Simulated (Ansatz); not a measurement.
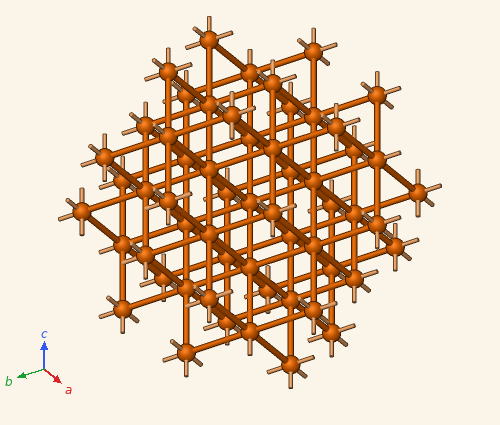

The picture shows a finite piece of the underlying net of a crystal structure, nodes on the atoms' positions. Nodes are coloured by topological kind. Edges to nodes outside the piece are drawn as stubs.

Q: Classify the net: periodicity, connectivity, name.

A: A uninodal 6-connected, three-periodic net. It is the pcu net, known from NaCl, ReO3 and the B-X framework of perovskite.

Q: Give point symbol and coordination sequence.

A: 4^12.6^3, sequence 6, 18, 38, 66, 102, 146.

Where the net comes from. System SrTiO₃ (space group Pm-3m, No. 221); source of the atomic positions: coordinates from a relaxation with Ansatz, DFT, PBE, plane waves, PAW. Bonds are taken as O–Ti below 2.2 Å; Sr is left out of the net, as the electropositive filling of the structure. Simplification: prune 0- and 1-connected atoms, fold 2-connected ones into links. Ti is a 6-connected node. O becomes part of the edges.
